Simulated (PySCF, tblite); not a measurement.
**C3H2FN3: dynamics, then NMR shifts and electronic excitations on frames**

Aim: move C3H2FN3 (`Fc1cnnnc1`) away from its starting geometry and see how NMR shifts and electronic excitations follow the geometry.

Computed with tblite 0.8.0 and PySCF 2.14.0, with density-fitted response routines of our own, on a single molecule in the gas phase. Atoms count from 0, in the outputs and in this text.

## Step 1: The molecule as given

9 atoms, charge 0, multiplicity 1; geometry from: GFN2-xTB.

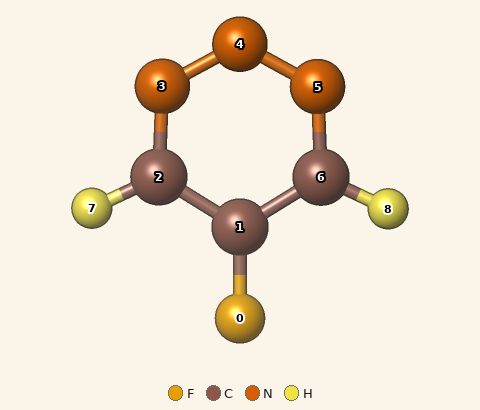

The starting geometry (fluorine amber, carbon brown, nitrogen orange, hydrogen yellow), atoms numbered; sticks join atoms by distance.

## Step 2: Dynamics with GFN2-xTB

What the job is given:

```
{"job": {"kind": "md", "xc": "GFN2-xTB", "basis": "xTB", "temperature": 400, "steps": 2000, "every": 50, "frames": 5}, "charge": 0, "multiplicity": 1}
F      0.313336     2.075390     0.569898
C      0.120853     0.795194     0.245708
C     -1.151128     0.239997     0.180885
N     -1.291433    -1.035791    -0.146920
N     -0.264566    -1.768858    -0.404726
N      0.940453    -1.316820    -0.360867
C      1.182036    -0.053401    -0.044405
H     -2.049583     0.803251     0.387420
H      2.213594     0.267031    -0.024933
```

Level: GFN2-xTB Langevin dynamics, gas phase.

Started as:

```
$ OMP_NUM_THREADS=1 python probes_run.py task.json out
```

This one command runs all jobs of the session in turn.

The program printed:

```text
t/fs     T/K      E/eV
    0.0   372.1   -567.74094
   25.0   355.7   -567.57841
   50.0   242.5   -567.58750
   75.0   209.1   -567.48688
  100.0   359.8   -567.50664
  125.0   302.3   -567.58194
  150.0   327.1   -567.44578
  175.0   437.0   -567.51855
  200.0   310.4   -567.41840
  225.0   324.7   -567.44336
  250.0   274.1   -567.48901
  275.0   279.8   -567.50653
  300.0   329.1   -567.30748
  325.0   277.8   -567.34591
  350.0   439.1   -567.42895
  375.0   470.8   -567.46059
  400.0   589.6   -567.42598
  425.0   479.5   -567.19813
  450.0   467.9   -567.10118
  475.0   517.3   -567.16417
  500.0   543.6   -567.24079
  525.0   621.2   -567.37446
  550.0   460.2   -567.31349
  575.0   400.8   -567.23875
  600.0   347.4   -567.50395
  625.0   296.1   -567.46506
  650.0   375.1   -567.42150
  675.0   245.1   -567.49051
  700.0   362.1   -567.42114
  725.0   268.6   -567.36751
  750.0   338.0   -567.44183
  775.0   414.4   -567.45909
  800.0   410.1   -567.44214
  825.0   371.1   -567.46497
  850.0   260.4   -567.39016
  875.0   329.6   -567.30443
  900.0   578.3   -567.32612
  925.0   545.7   -567.36670
  950.0   397.8   -567.19503
  975.0   386.2   -567.24115
 1000.0   329.4   -567.27051
```

It took 11 s on 1 thread of Arm Neoverse N1, shared host; peak memory 0.18 GiB.

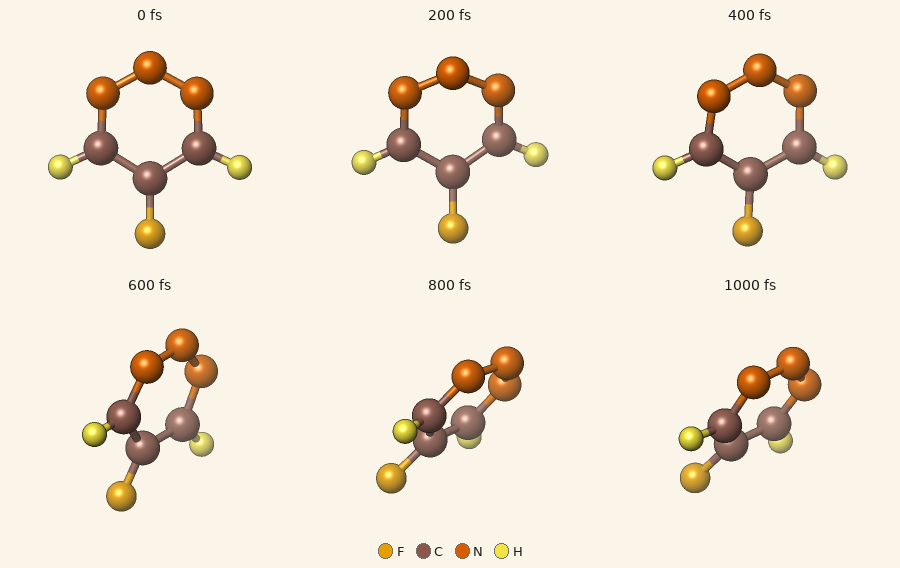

Frames of the run.

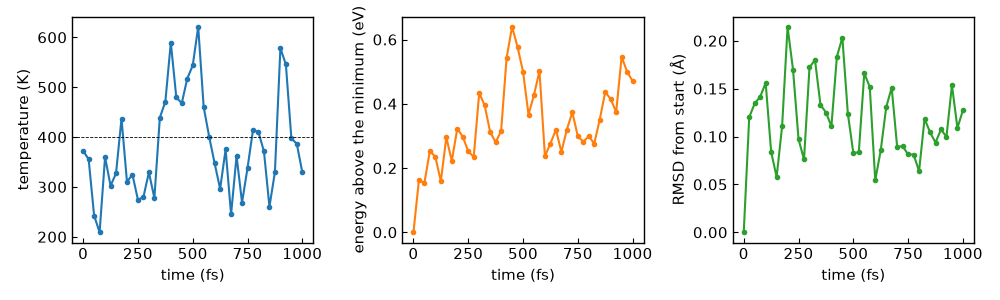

Temperature, potential energy and distance from the start.

Positions (Å) and forces (eV/Å) at 1000 fs:

```xyz
9

F    -1.635    1.598    1.717    0.287   -0.115   -1.088
C    -0.927    0.801    0.849   -2.219    1.758    0.276
C    -1.206    0.604   -0.495   -2.514    0.966   -1.622
N    -0.682   -0.439   -1.094    0.395    0.234   -0.449
N     0.230   -1.130   -0.498   -0.378   -0.660   -1.063
N     0.629   -0.855    0.656    1.646   -0.714    1.343
C     0.062    0.072    1.398    0.580   -0.256    0.173
H    -2.002    1.153   -1.197    1.660   -0.817    1.873
H     0.321    0.295    2.406    0.544   -0.396    0.555
```

## Step 3: Nuclear shieldings: 250 fs, PBE0/pcSseg-1

What the job is given:

```
{"job": {"kind": "nmr", "xc": "PBE0", "basis": "pcSseg-1", "pop": false}, "charge": 0, "multiplicity": 1}
F      0.174400     1.644100     1.041600
C      0.104800     0.411600     0.461700
C     -1.115100    -0.108000     0.028300
N     -1.227200    -1.222000    -0.590900
N     -0.160700    -1.978800    -0.741400
N      0.960700    -1.674600    -0.220900
C      1.139300    -0.506400     0.396300
H     -2.113100     0.322400     0.191200
H      2.214900    -0.333300     0.721400
```

With the program's defaults for keys left out, this is: GIAO PBE0/pcSseg-1 NMR shielding, non-relativistic, gas phase.

The program printed:

```text
coarse grid: 8776 points
cycle   1  E = -378.9686939920  dE =  1.448e+00  |g| = 5.331e-01  |ddm| = 3.106e+00
cycle   2  E = -378.9219893539  dE =  4.670e-02  |g| = 7.440e-01  |ddm| = 1.023e+00
cycle   3  E = -379.0179987504  dE = -9.601e-02  |g| = 1.171e-01  |ddm| = 6.230e-01
cycle   4  E = -379.0200716102  dE = -2.073e-03  |g| = 5.520e-02  |ddm| = 1.062e-01
cycle   5  E = -379.0207742507  dE = -7.026e-04  |g| = 1.194e-02  |ddm| = 5.622e-02
cycle   6  E = -379.0207989286  dE = -2.468e-05  |g| = 4.459e-03  |ddm| = 1.079e-02
cycle   7  E = -379.0208031473  dE = -4.219e-06  |g| = 9.605e-04  |ddm| = 3.690e-03
final grid: 88952 points
cycle   8  E = -379.0641052393  dE = -2.291e-05  |g| = 5.836e-03  |ddm| = 2.936e-02
cycle   9  E = -379.0640996709  dE =  5.568e-06  |g| = 8.222e-03  |ddm| = 1.271e-02
cycle  10  E = -379.0641124996  dE = -1.283e-05  |g| = 1.384e-03  |ddm| = 7.313e-03
cycle  11  E = -379.0641128722  dE = -3.726e-07  |g| = 4.384e-04  |ddm| = 1.410e-03
cycle  12  E = -379.0641129113  dE = -3.913e-08  |g| = 1.284e-04  |ddm| = 4.213e-04
cycle  13  E = -379.0641129144  dE = -3.062e-09  |g| = 1.677e-05  |ddm| = 1.057e-04
cycle  14  E = -379.0641129144  dE = -5.627e-11  |g| = 5.239e-06  |ddm| = 1.802e-05
converged SCF energy = -379.0641129144

GIAO shielding tensors (ppm)
atom      isotropic    diamagn.    paramagn.     s11        s22        s33       span
  0 F      307.180     473.887    -166.707    271.016    286.191    364.335     93.319
  1 C       18.435     251.608    -233.172    -59.031     13.071    101.266    160.297
  2 C       46.296     251.571    -205.275    -54.256     46.151    146.994    201.250
  3 N     -167.070     324.492    -491.562   -468.139   -249.614    216.543    684.682
  4 N     -270.333     311.377    -581.710   -781.529   -239.765    210.294    991.823
  5 N     -175.640     323.492    -499.132   -518.494   -235.316    226.889    745.383
  6 C       44.402     252.303    -207.902    -56.082     45.842    143.444    199.527
  7 H       22.530      28.520      -5.990     18.110     21.365     28.116     10.006
  8 H       21.711      27.061      -5.350     18.237     19.745     27.151      8.914
```

Run time: 14 s. Hardware: 1 thread of Arm Neoverse N1, shared host; peak memory 0.58 GiB.

Shifts follow as δ = σ(reference) − σ, with reference shieldings (ppm) from runs at the same level and on the same kind of geometry: 1H TMS 31.72, 13C TMS 186.9, 19F CFCl3 170.9, 15N NH3 267.7. The references are single molecules in the gas phase, so shifts against H2O, NH3, PH3, H3PO4 or CFCl3 are not on the usual liquid scales and can be off by tens of ppm. Each atom is listed at this fixed geometry, with no averaging over motion; a spectrum would average atoms that exchange fast.

| atoms | environment | σ (ppm) | δ (ppm) |
| --- | --- | --- | --- |
| C1 | aromatic carbon bearing fluorine | 18.4 | 168.5 |
| C6 | aromatic CH next to a ring nitrogen | 44.4 | 142.5 |
| C2 | aromatic CH next to a ring nitrogen | 46.3 | 140.6 |
| H8 | hydrogen on an aromatic CH next to a ring nitrogen | 21.71 | 10.01 |
| H7 | hydrogen on an aromatic CH next to a ring nitrogen | 22.53 | 9.19 |
| F0 | aryl fluorine | 307.2 | -136.2 |
| N4 | pyridine-type ring nitrogen | -270.3 | 538.1 |
| N5 | pyridine-type ring nitrogen | -175.6 | 443.4 |
| N3 | pyridine-type ring nitrogen | -167.1 | 434.8 |

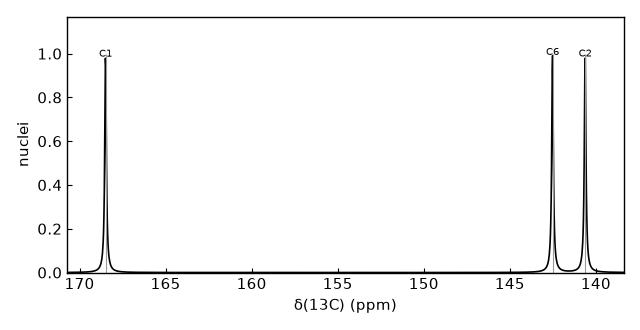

13C lines at the computed shifts, without couplings. Lines are broadened to a width of 0.11 ppm (Lorentzian).

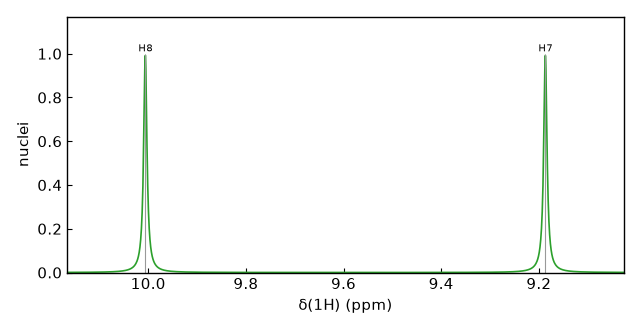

1H lines at the computed shifts, without couplings. Lines are broadened to a width of 0.01 ppm (Lorentzian).

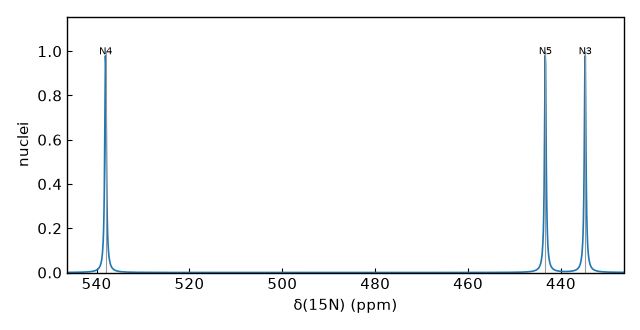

15N lines at the computed shifts, without couplings. Lines are broadened to a width of 0.41 ppm (Lorentzian).

Ring of atoms C1, C2, N3, N4, N5, C6: NICS(0) -6.8, NICS(1) -11.9, NICS(1)zz -28.9 ppm (means of both faces).

## Step 4: Ultraviolet spectrum: 250 fs, PBE0/def2-SVPD

The job, as its differences from that of step 3:

```diff
@@ -1,2 +1,2 @@
-{"job": {"kind": "nmr", "xc": "PBE0", "basis": "pcSseg-1", "pop": false}, "charge": 0, "multiplicity": 1}
+{"job": {"kind": "uv", "xc": "PBE0", "basis": "def2-SVPD", "nstates": 5, "ntriplets": 0}, "charge": 0, "multiplicity": 1}
 F      0.174400     1.644100     1.041600
```

Method: TDDFT PBE0/def2-SVPD, vertical, gas phase, core orbitals frozen in the response.

The program printed:

```text
coarse grid: 8776 points
cycle   1  E = -378.7518793728  dE =  1.390e+00  |g| = 4.957e-01  |ddm| = 5.698e+00
cycle   2  E = -378.7103642426  dE =  4.152e-02  |g| = 6.904e-01  |ddm| = 1.821e+00
cycle   3  E = -378.7988353207  dE = -8.847e-02  |g| = 1.118e-01  |ddm| = 1.200e+00
cycle   4  E = -378.8008617484  dE = -2.026e-03  |g| = 5.146e-02  |ddm| = 2.743e-01
cycle   5  E = -378.8014833155  dE = -6.216e-04  |g| = 1.290e-02  |ddm| = 1.339e-01
cycle   6  E = -378.8015154875  dE = -3.217e-05  |g| = 4.429e-03  |ddm| = 2.181e-02
cycle   7  E = -378.8015198296  dE = -4.342e-06  |g| = 9.642e-04  |ddm| = 9.007e-03
final grid: 88952 points
cycle   8  E = -378.8444637353  dE = -1.861e-05  |g| = 5.581e-03  |ddm| = 6.559e-02
cycle   9  E = -378.8444574979  dE =  6.237e-06  |g| = 8.066e-03  |ddm| = 3.436e-02
cycle  10  E = -378.8444707035  dE = -1.321e-05  |g| = 1.275e-03  |ddm| = 1.620e-02
cycle  11  E = -378.8444710528  dE = -3.493e-07  |g| = 4.138e-04  |ddm| = 2.796e-03
cycle  12  E = -378.8444710891  dE = -3.630e-08  |g| = 1.032e-04  |ddm| = 9.351e-04
cycle  13  E = -378.8444710912  dE = -2.120e-09  |g| = 1.783e-05  |ddm| = 2.336e-04
cycle  14  E = -378.8444710913  dE = -7.230e-11  |g| = 5.138e-06  |ddm| = 5.956e-05
converged SCF energy = -378.8444710913

Static polarisability (au): isotropic 52.802, principal 32.749 61.724 63.931

Singlet excitations
state   eV       nm        f      main configurations
  1   3.6528    339.4   0.00333   H->L 0.97
  2   3.9124    316.9   0.00106   H->L+1 0.98
  3   4.2455    292.0   0.00121   H-1->L 0.97
  4   4.4576    278.1   0.00496   H-1->L+1 0.98
  5   6.0886    203.6   0.01380   H-2->L+1 0.67, H-3->L 0.31
```

It took 21 s on 1 thread of Arm Neoverse N1, shared host; peak memory 0.74 GiB.

The orbitals next to the gap, with their largest atomic shares:

| orbital | eV | atoms |
| --- | --- | --- |
| HOMO−3 | -10.35 | N3 26 %, N5 26 %, C2 19 % |
| HOMO−2 | -9.43 | C1 24 %, N4 18 %, C6 18 % |
| HOMO−1 | -8.27 | N3 44 %, N5 25 %, C2 8 % |
| HOMO | -7.62 | N4 49 %, N5 26 %, N3 12 % |
| LUMO | -2.22 | N4 25 %, C1 22 %, N3 16 % |
| LUMO+1 | -2.02 | C2 24 %, N5 21 %, C6 18 % |
| LUMO+2 | 0.60 | C1 39 %, F0 25 %, C6 12 % |

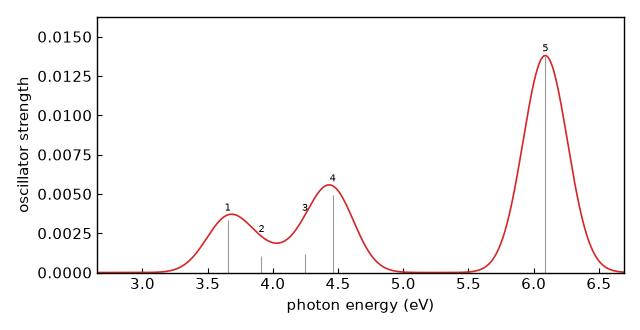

Absorption spectrum from the 5 singlet states computed; above the last one it falls off for lack of states. Lines are broadened to a width of 0.40 eV (Gaussian).

Further results of this job:

```csv
property,computed
dipole moment (D),3.18
polarisability (Å³),7.82
HOMO–LUMO gap (eV),5.39
−ε(HOMO) (eV),7.62
```

## Step 5: NMR shieldings: 425 fs, PBE0/pcSseg-1

What the job is given:

```
{"job": {"kind": "nmr", "xc": "PBE0", "basis": "pcSseg-1", "pop": false}, "charge": 0, "multiplicity": 1}
F      0.332500     1.491500     0.665300
C      0.064100     0.138700     0.374300
C     -1.033800    -0.306200    -0.266400
N     -0.995500    -1.477700    -0.887700
N     -0.004200    -2.206700    -0.833700
N      0.965700    -1.938600     0.016200
C      1.037500    -0.789400     0.688800
H     -1.827200     0.272000    -0.541500
H      1.781800    -0.491500     1.456000
```

With the program's defaults for keys left out, this is: GIAO PBE0/pcSseg-1 NMR shielding, non-relativistic, gas phase.

The program printed:

```text
coarse grid: 8776 points
cycle   1  E = -378.9545197603  dE =  1.526e+00  |g| = 5.333e-01  |ddm| = 3.126e+00
cycle   2  E = -378.9070520904  dE =  4.747e-02  |g| = 7.607e-01  |ddm| = 1.031e+00
cycle   3  E = -379.0030656170  dE = -9.601e-02  |g| = 1.127e-01  |ddm| = 6.245e-01
cycle   4  E = -379.0048959704  dE = -1.830e-03  |g| = 4.921e-02  |ddm| = 9.434e-02
cycle   5  E = -379.0054455874  dE = -5.496e-04  |g| = 1.354e-02  |ddm| = 5.420e-02
cycle   6  E = -379.0054819842  dE = -3.640e-05  |g| = 4.562e-03  |ddm| = 1.353e-02
cycle   7  E = -379.0054864408  dE = -4.457e-06  |g| = 9.595e-04  |ddm| = 4.173e-03
final grid: 88952 points
cycle   8  E = -379.0495405456  dE = -2.734e-05  |g| = 6.964e-03  |ddm| = 2.723e-02
cycle   9  E = -379.0495288944  dE =  1.165e-05  |g| = 1.083e-02  |ddm| = 1.569e-02
cycle  10  E = -379.0495507193  dE = -2.182e-05  |g| = 1.402e-03  |ddm| = 9.248e-03
cycle  11  E = -379.0495510897  dE = -3.704e-07  |g| = 5.814e-04  |ddm| = 1.519e-03
cycle  12  E = -379.0495511627  dE = -7.300e-08  |g| = 1.348e-04  |ddm| = 5.441e-04
cycle  13  E = -379.0495511660  dE = -3.244e-09  |g| = 1.750e-05  |ddm| = 1.046e-04
cycle  14  E = -379.0495511660  dE = -6.378e-11  |g| = 8.121e-06  |ddm| = 2.099e-05
converged SCF energy = -379.0495511660

GIAO shielding tensors (ppm)
atom      isotropic    diamagn.    paramagn.     s11        s22        s33       span
  0 F      279.993     475.908    -195.915    234.852    283.286    321.841     86.990
  1 C       10.880     253.573    -242.693    -66.614     11.637     87.616    154.231
  2 C       58.192     252.552    -194.361    -44.956     60.660    158.871    203.827
  3 N     -153.664     323.794    -477.457   -501.931   -187.712    228.652    730.582
  4 N     -223.005     311.863    -534.868   -652.840   -223.298    207.123    859.963
  5 N     -193.446     323.144    -516.590   -578.733   -208.372    206.766    785.498
  6 C       35.179     254.291    -219.111    -91.982     46.392    151.128    243.110
  7 H       23.825      31.607      -7.782     19.482     21.869     30.122     10.641
  8 H       21.212      27.832      -6.619     16.330     19.997     27.311     10.981
```

It took 14 s on 1 thread of Arm Neoverse N1, shared host; peak memory 0.61 GiB.

This run: δ C1 176.0, C6 151.7, C2 128.7, F0 -109.0, H8 10.50, H7 7.89 ppm.

## Step 6: Excited states and response: 425 fs, PBE0/def2-SVPD

The job, as its differences from that of step 5:

```diff
@@ -1,2 +1,2 @@
-{"job": {"kind": "nmr", "xc": "PBE0", "basis": "pcSseg-1", "pop": false}, "charge": 0, "multiplicity": 1}
+{"job": {"kind": "uv", "xc": "PBE0", "basis": "def2-SVPD", "nstates": 5, "ntriplets": 0}, "charge": 0, "multiplicity": 1}
 F      0.332500     1.491500     0.665300
```

Level: TDDFT PBE0/def2-SVPD, vertical, gas phase, core orbitals frozen in the response.

The program printed:

```text
coarse grid: 8776 points
cycle   1  E = -378.7374296333  dE =  1.467e+00  |g| = 4.923e-01  |ddm| = 5.702e+00
cycle   2  E = -378.6958128118  dE =  4.162e-02  |g| = 6.996e-01  |ddm| = 1.590e+00
cycle   3  E = -378.7830517617  dE = -8.724e-02  |g| = 1.082e-01  |ddm| = 9.483e-01
cycle   4  E = -378.7848811796  dE = -1.829e-03  |g| = 4.569e-02  |ddm| = 2.310e-01
cycle   5  E = -378.7853570728  dE = -4.759e-04  |g| = 1.448e-02  |ddm| = 1.266e-01
cycle   6  E = -378.7854023000  dE = -4.523e-05  |g| = 4.606e-03  |ddm| = 2.790e-02
cycle   7  E = -378.7854070367  dE = -4.737e-06  |g| = 9.981e-04  |ddm| = 9.302e-03
final grid: 88952 points
cycle   8  E = -378.8294394951  dE = -1.993e-05  |g| = 7.247e-03  |ddm| = 7.797e-02
cycle   9  E = -378.8294244647  dE =  1.503e-05  |g| = 1.153e-02  |ddm| = 3.795e-02
cycle  10  E = -378.8294506155  dE = -2.615e-05  |g| = 1.347e-03  |ddm| = 1.982e-02
cycle  11  E = -378.8294509960  dE = -3.805e-07  |g| = 5.425e-04  |ddm| = 3.249e-03
cycle  12  E = -378.8294510610  dE = -6.497e-08  |g| = 1.072e-04  |ddm| = 1.183e-03
cycle  13  E = -378.8294510633  dE = -2.347e-09  |g| = 1.923e-05  |ddm| = 2.712e-04
cycle  14  E = -378.8294510634  dE = -8.561e-11  |g| = 7.828e-06  |ddm| = 6.303e-05
converged SCF energy = -378.8294510634

Static polarisability (au): isotropic 52.162, principal 32.915 58.500 65.071

Singlet excitations
state   eV       nm        f      main configurations
  1   3.7044    334.7   0.00048   H->L 1.00
  2   3.9160    316.6   0.00614   H->L+1 0.96
  3   4.0630    305.2   0.00494   H-1->L 0.98
  4   4.3552    284.7   0.00200   H-1->L+1 0.97
  5   6.0272    205.7   0.01723   H-2->L 0.62, H-3->L+1 0.23, H-2->L+1 0.10
```

It took 21 s on 1 thread of Arm Neoverse N1, shared host; peak memory 0.75 GiB.

Key values: HOMO -7.65 eV, LUMO -2.28 eV; lowest singlet 3.70 eV.

## Step 7: Nuclear shieldings: 625 fs, PBE0/pcSseg-1

What the job is given:

```
{"job": {"kind": "nmr", "xc": "PBE0", "basis": "pcSseg-1", "pop": false}, "charge": 0, "multiplicity": 1}
F     -0.708800     1.522200     1.085100
C     -0.420800     0.314900     0.581300
C     -0.920500    -0.155300    -0.609300
N     -0.515100    -1.384500    -1.087600
N      0.430900    -2.034400    -0.472600
N      0.890500    -1.629000     0.678200
C      0.457600    -0.504500     1.275200
H     -1.699500     0.329500    -1.083300
H      0.979300    -0.398100     2.249000
```

Method: GIAO PBE0/pcSseg-1 NMR shielding, non-relativistic, gas phase.

The program printed:

```text
coarse grid: 8776 points
cycle   1  E = -378.9748578502  dE =  1.338e+00  |g| = 5.212e-01  |ddm| = 3.108e+00
cycle   2  E = -378.9433223100  dE =  3.154e-02  |g| = 6.819e-01  |ddm| = 9.374e-01
cycle   3  E = -379.0203217597  dE = -7.700e-02  |g| = 1.196e-01  |ddm| = 5.553e-01
cycle   4  E = -379.0224740443  dE = -2.152e-03  |g| = 5.221e-02  |ddm| = 1.030e-01
cycle   5  E = -379.0231244211  dE = -6.504e-04  |g| = 1.158e-02  |ddm| = 5.551e-02
cycle   6  E = -379.0231488305  dE = -2.441e-05  |g| = 4.564e-03  |ddm| = 1.126e-02
cycle   7  E = -379.0231531937  dE = -4.363e-06  |g| = 1.108e-03  |ddm| = 3.753e-03
final grid: 88952 points
cycle   8  E = -379.0666434524  dE = -2.486e-05  |g| = 5.868e-03  |ddm| = 2.806e-02
cycle   9  E = -379.0666382280  dE =  5.224e-06  |g| = 8.109e-03  |ddm| = 1.248e-02
cycle  10  E = -379.0666507562  dE = -1.253e-05  |g| = 1.424e-03  |ddm| = 7.209e-03
cycle  11  E = -379.0666511655  dE = -4.094e-07  |g| = 4.395e-04  |ddm| = 1.404e-03
cycle  12  E = -379.0666512078  dE = -4.228e-08  |g| = 1.086e-04  |ddm| = 4.187e-04
cycle  13  E = -379.0666512101  dE = -2.244e-09  |g| = 1.841e-05  |ddm| = 9.002e-05
cycle  14  E = -379.0666512101  dE = -5.207e-11  |g| = 1.139e-05  |ddm| = 1.936e-05
converged SCF energy = -379.0666512101

GIAO shielding tensors (ppm)
atom      isotropic    diamagn.    paramagn.     s11        s22        s33       span
  0 F      306.420     474.245    -167.824    271.269    279.405    368.588     97.319
  1 C       21.482     252.171    -230.689    -56.088     17.261    103.272    159.360
  2 C       39.119     251.774    -212.654    -79.490     41.523    155.325    234.815
  3 N     -203.854     322.712    -526.566   -569.513   -252.100    210.052    779.565
  4 N     -258.436     312.171    -570.607   -705.558   -271.317    201.567    907.124
  5 N     -199.416     323.981    -523.397   -565.649   -245.158    212.559    778.208
  6 C       37.919     251.865    -213.945    -76.570     42.893    147.436    224.006
  7 H       22.724      30.559      -7.835     17.737     21.213     29.223     11.486
  8 H       21.580      27.881      -6.301     17.801     19.678     27.261      9.460
```

Wall time 14 s (1 thread of Arm Neoverse N1, shared host); peak memory 0.61 GiB.

In short: δ C1 165.4, C6 149.0, C2 147.8, F0 -135.5, H8 10.14, H7 8.99 ppm.

(Part 1 of 2 ends here.)
